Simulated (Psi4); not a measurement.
**[SiH3]+ (SMILES [SiH3+]) at MP2/cc-pVDZ (density fitting with cc-pvdz-jkfit, density fitting for correlation, sweep point 2)**

Wanted: the harmonic vibrations of [SiH3]+. 

The results are computed with Psi4 1.11.

6 further runs of the same task are left out: 6 set aside as unsound or not needed.

**1. The molecule**

[SiH3]+: 4 atoms, total charge +1, spin state singlet. SMILES: `[SiH3+]`. Geometry: optimised at mp2/cc-pVDZ.

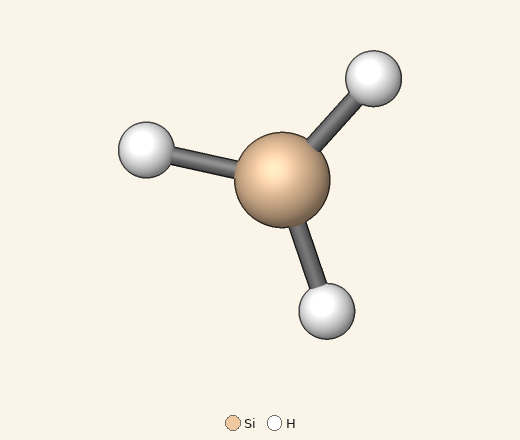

The structure, seen from a chosen angle (silicon light orange, hydrogen white).

**2. The harmonic vibrations at MP2/cc-pVDZ (density fitting with cc-pvdz-jkfit, density fitting for correlation, sweep point 2)**

File job.py:

```python
import psi4

psi4.set_memory(1600000000)
psi4.set_num_threads(1)
psi4.set_output_file('psi4.out', False)

molecule = psi4.geometry("""
1 1
Si     0.000000    -0.000003     0.000000
H      0.686387     0.674964     1.112163
H     -0.118321    -1.466126    -0.009903
H     -0.568065     0.791157    -1.102261
symmetry c1
""")

psi4.set_options({
    'basis': 'cc-pVDZ',
    'reference': 'rhf',
    'puream': True,
    'scf_type': 'df',
    'num_frozen_docc': 5,
    'df_basis_scf': 'cc-pvdz-jkfit',
    'rotational_symmetry_number': 6,
})

e, wfn = psi4.frequencies("mp2", return_wfn=True)
print('E =', round(e, 9))
print('wavenumbers / cm^-1:', wfn.frequencies().np.round(1))
```

Launch:

```
$ python job.py
```

Q: Predict the results. Wanted: total energy; correlation energy; lowest harmonic wavenumber; highest harmonic wavenumber; zero-point energy; ideal-gas entropy at 298.15 K.

**Answer.** As computed:

Level: MP2/cc-pVDZ (density fitting with cc-pvdz-jkfit, density fitting for correlation, sweep point 2), 5 core orbitals frozen.

| quantity | value |
| --- | --- |
| total energy | -290.43023 Eh |
| correlation energy (5 core orbitals frozen) | -83.5 mEh |
| lowest harmonic wavenumber | 870 cm⁻¹ |
| highest harmonic wavenumber | 2417 cm⁻¹ |
| zero-point energy | 59.6 kJ/mol |
| ideal-gas entropy at 298.15 K (symmetry number 6 as used) | 48.9 cal/(mol K) |

What this shows: All 6 modes are real, so the shape is a minimum at this level.
